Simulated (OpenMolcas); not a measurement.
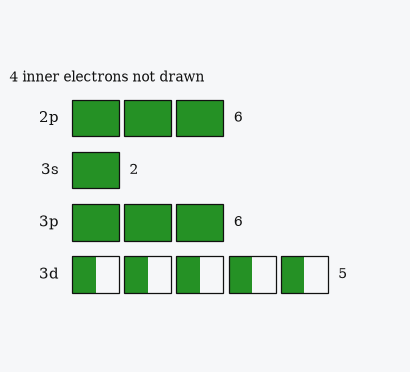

The outer shells of the leading configuration of the lowest level: a box for each of the 2l + 1 orbitals, shaded by the share of the shell that is filled, with the electron count at the right.

## Multiconfigurational calculation for Mn²⁺ complex (part 1 of 2)

- system: Mn²⁺ with 6 ligands (F; octahedron, 2.096 Å), embedded in LiF by model potentials and point charges, whose field is part of the energies.
- method: state-averaged CASSCF, active space 5 electrons in the shell 3d, basis ANO-RCC-VDZP on the metal and ANO-RCC-VDZP on the ligands, DKH2 scalar Hamiltonian, spin-orbit coupling by RASSI with atomic mean-field integrals (OpenMolcas)

**Output (extracts)**
```
--- SEWARD ---
Basis set label: MN.ANO-RCC...5S4P2D1F.

      Electronic valence basis set:
      ------------------
      Associated Effective Charge  25.000000 au
      Associated Actual Charge     25.000000 au
      Nuclear Model: Point charge

      Shell  nPrim  nBasis  Cartesian Spherical Contaminant
         s      21       5        X
         p      15       4        X
         d      10       2                 X
         f       6       1                 X
                  Relativistic Douglas-Kroll-Hess integrals:
                    - DKH order of Hamiltonian: 2
                    - DKH order of Properties : 0
                  Atomic mean-field integrals
--- RASSCF ---
Wave function specifications:
      -----------------------------

      Number of closed shell electrons          78
      Number of electrons in active shells       5
      Max number of holes in RAS1 space          0
      Max nr of electrons in RAS3 space          0
      Number of inactive orbitals               39
      Number of active orbitals                  5
      Number of secondary orbitals              74
      Spin quantum number                      2.5
      State symmetry                             1
Orbital specifications:
      -----------------------

      Symmetry species                           1   2
                                                ag  au
      Frozen orbitals                            0   0
      Inactive orbitals                         18  21
      Active orbitals                            5   0
      RAS1 orbitals                              0   0
      RAS2 orbitals                              5   0
      RAS3 orbitals                              0   0
      Secondary orbitals                        34  40
      Deleted orbitals                           0   0
      Number of basis functions                 57  61
      Number of CSFs                             1
      Number of root(s) required                 1
      Iter CI   SX   CI       RASSCF       Energy    max ROT     max BLB   max BLB  Level Ln srch  Step   QN
          iter iter root      energy       change     param      element    value   shift minimum  type update
 Nr of preliminary CI iterations:   1
      Total energies have been shifted. Add                -1000.00 au
        1   1   10    1  -756.99601846    0.00E+00  -5.93E-02    8  35 2 -3.03E-01*  0.83   0.00    SX    NO
        2   1   10    1  -757.46048001   -4.64E-01* -3.69E-02   21  24 2  9.52E-02*  0.58   0.00    SX    NO
        3   1   10    1  -757.50216846   -4.17E-02*  1.38E-02   21  24 2  4.42E-02*  0.54   0.00    SX    NO
        4   1    9    1  -757.50984715   -7.68E-03* -7.30E-03   21  24 2  2.36E-02*  0.55   0.00    SX    NO
        5   1    8    1  -757.51163843   -1.79E-03*  7.36E-03   21  24 2  1.23E-02*  0.55   2.05    LS   YES
        6   1    8    1  -757.51227515   -6.37E-04*  1.03E-03    6  34 2 -3.27E-03*  0.55   1.04    QN   YES
        7   1    8    1  -757.51234043   -6.53E-05*  4.81E-04   21  56 2 -1.27E-03*  0.55   1.47    LS   YES
        8   1    8    1  -757.51234784   -7.41E-06* -2.94E-04    6  34 2  1.23E-03*  0.55   1.00    QN   YES
        9   1    7    1  -757.51235370   -5.86E-06*  9.67E-05    6  31 1 -2.46E-04*  0.55   1.05    QN   YES
       10   1    6    1  -757.51235404   -3.35E-07*  4.44E-05    5  33 2  9.80E-05   0.55   1.46    LS   YES
       11   1    6    1  -757.51235405   -1.87E-08*  3.50E-05    5  33 2  1.12E-04*  0.55   0.71    QN   YES
       12   1    5    1  -757.51235409   -3.63E-08* -7.07E-06    6  34 2 -5.29E-05   0.55   0.96    QN   YES
       13   1    4    1  -757.51235409   -1.69E-09   1.59E-06    6  34 2 -6.04E-06   0.55   2.50    QN   YES
      Convergence after 13 iterations
       14   1    4    1  -757.51235409   -6.24E-10   1.59E-06   18  52 1 -7.62E-07   0.55   2.50    QN   YES
      Natural orbitals and occupation numbers for root  1
      sym 1:   1.000000   1.000000   1.000000   1.000000   1.000000
::    RASSCF root number  1 Total energy:  -1757.51235409
--- RASSCF ---
Wave function specifications:
      -----------------------------

      Number of closed shell electrons          78
      Number of electrons in active shells       5
      Max number of holes in RAS1 space          0
      Max nr of electrons in RAS3 space          0
      Number of inactive orbitals               39
      Number of active orbitals                  5
      Number of secondary orbitals              74
      Spin quantum number                      1.5
      State symmetry                             1
Orbital specifications:
      -----------------------

      Symmetry species                           1   2
                                                ag  au
      Frozen orbitals                            0   0
      Inactive orbitals                         18  21
      Active orbitals                            5   0
      RAS1 orbitals                              0   0
      RAS2 orbitals                              5   0
      RAS3 orbitals                              0   0
      Secondary orbitals                        34  40
      Deleted orbitals                           0   0
      Number of basis functions                 57  61
      Number of CSFs                            24
      Number of root(s) required                24
      Iter CI   SX   CI       RASSCF       Energy    max ROT     max BLB   max BLB  Level Ln srch  Step   QN
          iter iter root      energy       change     param      element    value   shift minimum  type update
 Nr of preliminary CI iterations:   1
      Total energies have been shifted. Add                -1000.00 au
        1   1    9    0  -757.33066803    0.00E+00  -1.19E-02   21  27 1 -2.35E-02*  0.53   0.00    SX    NO
        2   1    9    0  -757.33236674   -1.70E-03*  6.13E-03    7  34 2 -1.80E-02*  0.53   0.00    SX    NO
        3   1    8    0  -757.33260752   -2.41E-04* -2.02E-03   22  28 1 -3.67E-03*  0.52   0.00    SX    NO
        4   1    8    0  -757.33264564   -3.81E-05* -1.05E-03    7  34 2 -3.04E-03*  0.53   0.00    SX    NO
        5   1    7    0  -757.33265219   -6.55E-06*  2.96E-04    9  32 2  7.17E-04*  0.52   0.85    QN   YES
        6   1    6    0  -757.33265359   -1.40E-06*  1.38E-04   19  25 1 -1.33E-04*  0.52   1.27    QN   YES
        7   1    6    0  -757.33265367   -8.63E-08*  1.34E-05   10  24 1  3.30E-05   0.52   1.19    QN   YES
        8   1    5    0  -757.33265368   -4.78E-09   1.18E-05   10  24 1  1.69E-05   0.52   2.50    QN   YES
      Convergence after  8 iterations
        9   1    5    0  -757.33265368   -1.50E-09   1.18E-05   14  27 1 -2.25E-06   0.52   2.50    QN   YES
      Natural orbitals and occupation numbers for root  1
      sym 1:   1.000000   1.928280   0.999973   1.000027   0.071720
      Natural orbitals and occupation numbers for root  2
      sym 1:   1.928279   1.000000   1.000076   0.999924   0.071721
      Natural orbitals and occupation numbers for root  3
      sym 1:   1.928279   1.000000   0.071721   0.999924   1.000076
::    RASSCF root number  1 Total energy:  -1757.40142325
::    RASSCF root number  2 Total energy:  -1757.40142325
::    RASSCF root number  3 Total energy:  -1757.40142325
::    RASSCF root number  4 Total energy:  -1757.38039337
::    RASSCF root number  5 Total energy:  -1757.38039337
::    RASSCF root number  6 Total energy:  -1757.38039337
::    RASSCF root number  7 Total energy:  -1757.37055828
::    RASSCF root number  8 Total energy:  -1757.37055828
::    RASSCF root number  9 Total energy:  -1757.37042022
::    RASSCF root number 10 Total energy:  -1757.34739079
::    RASSCF root number 11 Total energy:  -1757.34739079
::    RASSCF root number 12 Total energy:  -1757.34739079
::    RASSCF root number 13 Total energy:  -1757.33535169
::    RASSCF root number 14 Total energy:  -1757.33535169
::    RASSCF root number 15 Total energy:  -1757.32195380
::    RASSCF root number 16 Total energy:  -1757.32195380
::    RASSCF root number 17 Total energy:  -1757.32195380
::    RASSCF root number 18 Total energy:  -1757.27194501
::    RASSCF root number 19 Total energy:  -1757.27194501
::    RASSCF root number 20 Total energy:  -1757.27194501
::    RASSCF root number 21 Total energy:  -1757.27110497
::    RASSCF root number 22 Total energy:  -1757.25367484
::    RASSCF root number 23 Total energy:  -1757.25367484
::    RASSCF root number 24 Total energy:  -1757.25367484
--- RASSCF ---
Wave function specifications:
      -----------------------------

      Number of closed shell electrons          78
      Number of electrons in active shells       5
      Max number of holes in RAS1 space          0
      Max nr of electrons in RAS3 space          0
      Number of inactive orbitals               39
      Number of active orbitals                  5
      Number of secondary orbitals              74
      Spin quantum number                      0.5
      State symmetry                             1
Orbital specifications:
      -----------------------

      Symmetry species                           1   2
                                                ag  au
      Frozen orbitals                            0   0
      Inactive orbitals                         18  21
      Active orbitals                            5   0
      RAS1 orbitals                              0   0
      RAS2 orbitals                              5   0
      RAS3 orbitals                              0   0
      Secondary orbitals                        34  40
      Deleted orbitals                           0   0
      Number of basis functions                 57  61
      Number of CSFs                            75
      Number of root(s) required                75
      Iter CI   SX   CI       RASSCF       Energy    max ROT     max BLB   max BLB  Level Ln srch  Step   QN
          iter iter root      energy       change     param      element    value   shift minimum  type update
 Nr of preliminary CI iterations:   1
      Total energies have been shifted. Add                -1000.00 au
        1   1    9    0  -757.22605378    0.00E+00   5.43E-03   23  29 1 -9.94E-03*  0.52   0.00    SX    NO
        2   1    8    0  -757.22669684   -6.43E-04*  3.56E-03    8  34 2 -1.05E-02*  0.53   0.00    SX    NO
        3   1    8    0  -757.22679638   -9.95E-05*  9.82E-04   19  28 1  1.78E-03*  0.52   0.00    SX    NO
        4   1    7    0  -757.22681357   -1.72E-05* -6.75E-04    8  34 2 -1.86E-03*  0.53   0.00    SX    NO
        5   1    7    0  -757.22681672   -3.16E-06*  2.18E-04    7  32 2  4.69E-04*  0.53   0.90    QN   YES
        6   1    6    0  -757.22681744   -7.14E-07*  8.95E-05    7  32 2  7.18E-05   0.53   1.28    QN   YES
        7   1    5    0  -757.22681747   -3.46E-08* -4.65E-06   21  24 2  1.31E-05   0.53   1.15    QN   YES
        8   1    5    0  -757.22681747   -1.03E-09   4.40E-06   19  22 2  6.82E-06   0.53   2.50    QN   YES
      Convergence after  8 iterations
        9   1    5    0  -757.22681747   -3.94E-10   4.40E-06   10  24 1  1.49E-06   0.53   2.50    QN   YES
      Natural orbitals and occupation numbers for root  1
      sym 1:   1.045694   1.890807   0.127301   1.879764   0.056434
      Natural orbitals and occupation numbers for root  2
      sym 1:   1.890763   1.879702   0.127353   1.045757   0.056425
      Natural orbitals and occupation numbers for root  3
      sym 1:   1.856171   1.856144   0.047818   1.080349   0.159518
::    RASSCF root number  1 Total energy:  -1757.36378037
::    RASSCF root number  2 Total energy:  -1757.36378037
::    RASSCF root number  3 Total energy:  -1757.36378037
::    RASSCF root number  4 Total energy:  -1757.33828363
::    RASSCF root number  5 Total energy:  -1757.33598843
::    RASSCF root number  6 Total energy:  -1757.33598843
::    RASSCF root number  7 Total energy:  -1757.33598843
::    RASSCF root number  8 Total energy:  -1757.33044626
::    RASSCF root number  9 Total energy:  -1757.33044626
::    RASSCF root number 10 Total energy:  -1757.33044626
::    RASSCF root number 11 Total energy:  -1757.32298068
::    RASSCF root number 12 Total energy:  -1757.32298068
::    RASSCF root number 13 Total energy:  -1757.31133135
::    RASSCF root number 14 Total energy:  -1757.30008307
::    RASSCF root number 15 Total energy:  -1757.30008307
::    RASSCF root number 16 Total energy:  -1757.30008307
::    RASSCF root number 17 Total energy:  -1757.29976453
::    RASSCF root number 18 Total energy:  -1757.29976453
::    RASSCF root number 19 Total energy:  -1757.29528151
::    RASSCF root number 20 Total energy:  -1757.29528151
::    RASSCF root number 21 Total energy:  -1757.29528151
::    RASSCF root number 22 Total energy:  -1757.27839263
::    RASSCF root number 23 Total energy:  -1757.27839263
::    RASSCF root number 24 Total energy:  -1757.27839263
::    RASSCF root number 25 Total energy:  -1757.26846103
::    RASSCF root number 26 Total energy:  -1757.26846103
::    RASSCF root number 27 Total energy:  -1757.26846103
::    RASSCF root number 28 Total energy:  -1757.26580649
::    RASSCF root number 29 Total energy:  -1757.26517111
::    RASSCF root number 30 Total energy:  -1757.26517111
```

(Continued in part 2.) Outcome of the run: converged.
